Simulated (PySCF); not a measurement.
# Excited-state calculation of Ge$_{2}$P$_{2}$H$_{6}$F$_{2}$

System: Ge$_{2}$P$_{2}$H$_{6}$F$_{2}$ ((GeH3)2PPF2), SMILES FP(F)[P]([GeH3])[GeH3].
Method: TDDFT CAM-B3LYP/def2-SVPD, vertical, gas phase, core orbitals frozen in the response (PySCF 2.14.0).

The geometry comes from this level: GFN2-xTB.

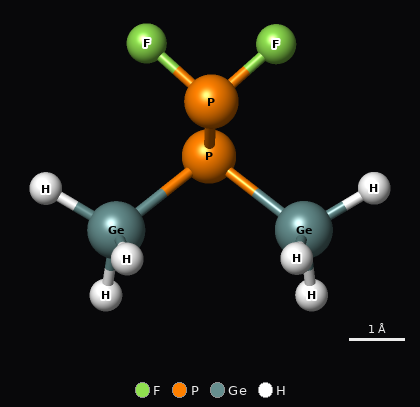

*The input geometry (ball-and-stick view, seen at a tilt). Sticks mark near contacts.*

### Results in brief

- outcome: converged
- total energy: −5039.390393 hartree
- HOMO: −8.71 eV
- LUMO: −0.28 eV
- dipole moment: 2.61 D
- mean polarisability: 114.44 a.u.
- lowest singlet excitation: 4.85 eV
- hardware: 1 CPU thread, shared host
- wall time: 62 s
- peak memory: 1 GiB

### Remarks

Spin–orbit coupling is left out, which matters for the heavy atoms.

### Input file
```
{"job": {"kind": "uv", "xc": "CAM-B3LYP", "basis": "def2-SVPD", "nstates": 8, "ntriplets": 3}, "charge": 0, "multiplicity": 1}
F      2.439769    -1.326087     1.245908
P      0.825613    -1.289141     1.161863
F      0.689467    -2.845726     0.745220
P      0.645592    -0.429261    -0.827775
Ge    -1.655011    -0.548695    -0.612943
Ge     0.862885     1.670499     0.118785
H     -2.319642     0.298529    -1.656505
H     -2.200884    -0.115781     0.719893
H     -2.104795    -1.961000    -0.835241
H      0.071602     1.895292     1.377420
H      0.444668     2.728745    -0.857724
H      2.301935     1.921940     0.453950
```

The first line tells a small driver script what to run in PySCF; the rest is the geometry in Å.

Run as:
```bash
OMP_NUM_THREADS=1 python <driver script> task.json out
```

### What the program printed
```
coarse grid: 53088 points
cycle   1  E = -5039.2720388294  dE = -6.856e-01  |g| = 8.570e-01  |ddm| = 4.095e+00
cycle   2  E = -5039.2060213896  dE =  6.602e-02  |g| = 1.109e+00  |ddm| = 1.570e+00
cycle   3  E = -5039.3886850374  dE = -1.827e-01  |g| = 1.070e-01  |ddm| = 8.577e-01
cycle   4  E = -5039.3903075178  dE = -1.622e-03  |g| = 3.120e-02  |ddm| = 1.194e-01
cycle   5  E = -5039.3904707625  dE = -1.632e-04  |g| = 5.748e-03  |ddm| = 4.179e-02
cycle   6  E = -5039.3904828950  dE = -1.213e-05  |g| = 1.227e-03  |ddm| = 1.336e-02
cycle   7  E = -5039.3904839412  dE = -1.046e-06  |g| = 6.343e-04  |ddm| = 4.979e-03
final grid: 105368 points
cycle   8  E = -5039.3903929256  dE = -1.448e-07  |g| = 5.873e-04  |ddm| = 3.388e-03
cycle   9  E = -5039.3903929408  dE = -1.528e-08  |g| = 6.149e-04  |ddm| = 2.188e-03
cycle  10  E = -5039.3903930438  dE = -1.030e-07  |g| = 6.514e-05  |ddm| = 1.022e-03
cycle  11  E = -5039.3903930450  dE = -1.180e-09  |g| = 2.395e-05  |ddm| = 1.039e-04
cycle  12  E = -5039.3903930454  dE = -3.911e-10  |g| = 1.212e-05  |ddm| = 9.135e-05
```

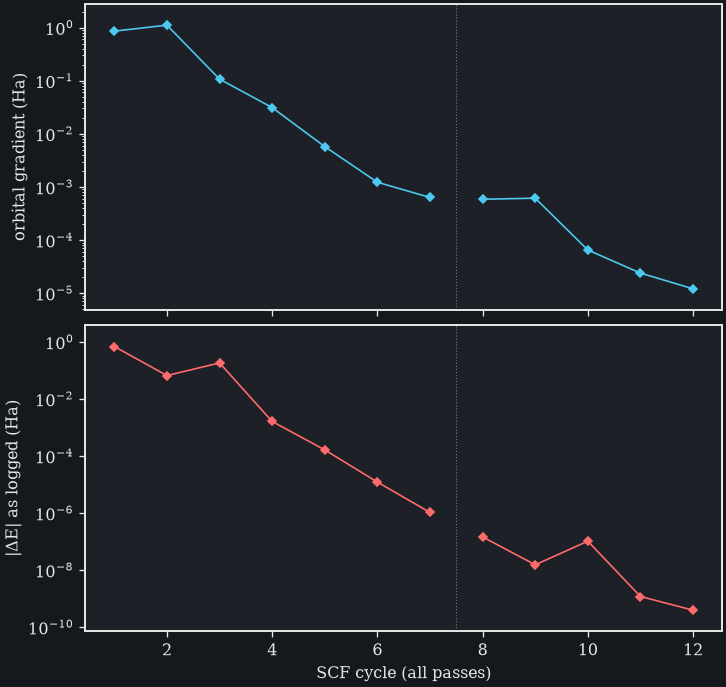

*Convergence of the self-consistent field: orbital gradient and size of the energy change against the SCF cycle. The dotted line marks the change from a coarse to the final integration grid.*

The first 7 cycles use a coarse grid, the final grid takes over at cycle 8, and the field converges after 12 cycles in all.

```
converged SCF energy = -5039.3903930454

Static polarisability (au): isotropic 114.440, principal 96.818 121.202 125.302

Singlet excitations
state   eV       nm        f      main configurations
  1   4.8459    255.9   0.00427   H->L 0.95
  2   5.7856    214.3   0.11303   H->L+1 0.86
  3   5.9852    207.2   0.00090   H-1->L 0.89
  4   6.1052    203.1   0.02585   H->L+2 0.86
  5   6.3531    195.2   0.09477   H->L+3 0.83
  6   6.5711    188.7   0.00470   H-1->L+1 0.82
  7   6.8139    182.0   0.03225   H-2->L 0.44, H->L+4 0.29, H->L+5 0.15
  8   6.9046    179.6   0.00188   H-1->L+2 0.59, H-2->L+1 0.29

Triplet excitations (Tamm-Dancoff, eV): 4.0363 4.5349 5.4221
```

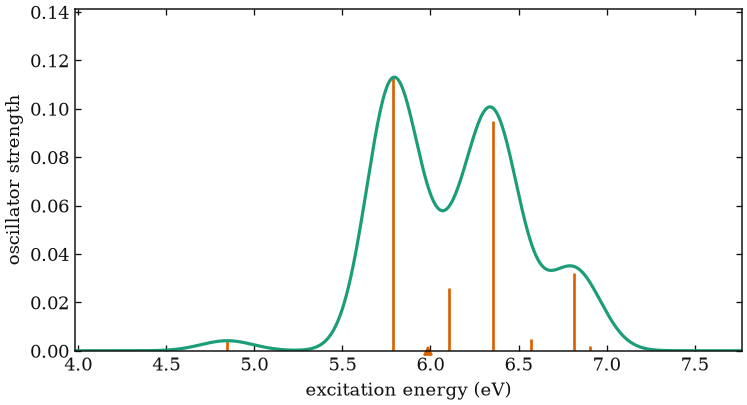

*Computed excitations as sticks (degenerate states added up, dark ones marked on the axis), with a Gaussian envelope of 0.35 eV full width at half maximum, scaled to the tallest.*

Of the 8 states the lowest lies at 4.85 eV (f = 0.004); the strongest line is at 5.79 eV, or 214 nm (f = 0.113).

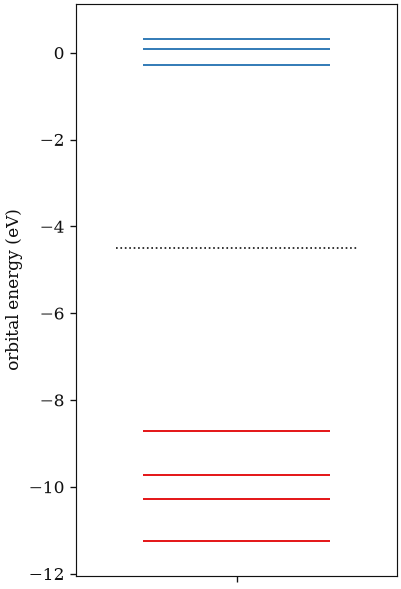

*Orbital energies near the frontier; the dotted line parts filled from empty levels, and levels within 0.02 eV of each other stand side by side.*

Highest filled −8.71 eV, lowest empty −0.28 eV, 8.43 eV apart.
